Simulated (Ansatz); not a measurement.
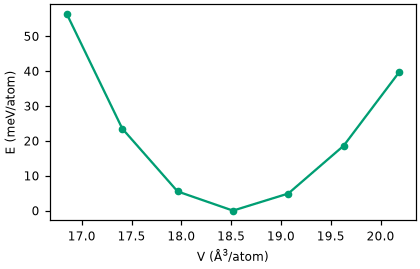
Fig. 1. CuZrSe2 in space group P-3m1 (No. 164; Se on 2d, Zr on 1a, Cu on 1b) under volume change, plane-wave PAW PBE+D3(BJ) (Ansatz code), shape and atoms relaxed at each volume.

Task: What does a third-order Birch–Murnaghan fit give for V₀, B₀ and B′?

Result: V₀ = 18.52 Å³/atom, B₀ = 100.0 GPa, B′ = 4.9.

The cell is a constructed one: a structure type filled with these elements; neither database checked (COD, Materials Project) lists it. Its standing as an ambient phase is unchecked. The PBE+D3(BJ) relaxation kept the symmetry of its start; of distortions, only those at the zone centre were tested. The run is not spin-polarised.

Potentials: the later of the program's two PAW sets.
